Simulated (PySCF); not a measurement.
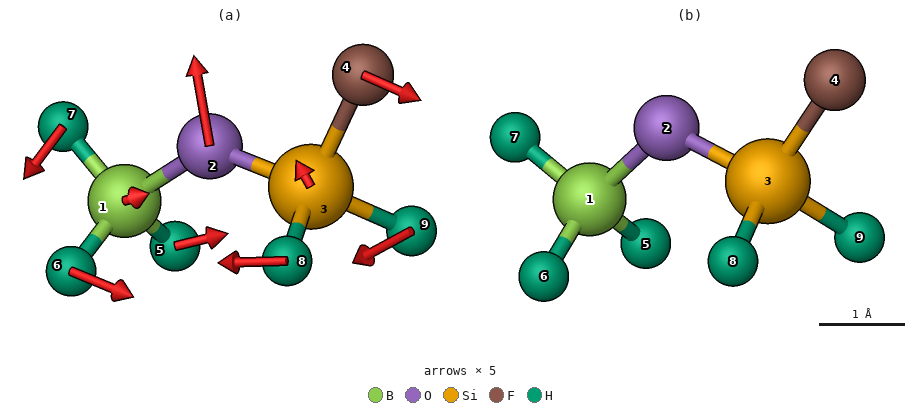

The structure of BSiH5OF (charge −1) before (left) and after (right) a relaxation, at one scale. The red arrows give the displacements, 5 times their true length.

The picture is a ball-and-stick view, seen from a free direction.

The start comes from GFN2-xTB.

Method: PySCF 2.14.0, density-fitted response routines, PBE0-D3(BJ)/def2-SVP geometry optimisation, gas phase. 

**What changed between the two?**

Over 7 geometry steps the energy falls by 0.136 eV. The largest force component goes from 1.4 to 0.021 eV/Å. The atom that moves furthest after the best rigid fit is O2 (0.22 Å). By element the largest moves are O 0.22 Å, H 0.20 Å, F 0.16 Å, B 0.08 Å, Si 0.07 Å. Among the contacts that change: O2–Si3 1.549 → 1.597 Å, B1–H5 1.216 → 1.253 Å, B1–H7 1.210 → 1.244 Å, Si3–H8 1.475 → 1.504 Å. Bond angles that change, for instance: B1–O2–Si3 136.3° → 122.6°, O2–Si3–H8 118.0° → 115.4°, O2–Si3–F4 107.1° → 109.5°.

Limits of the set-up: the basis has no diffuse functions, which an anion needs.
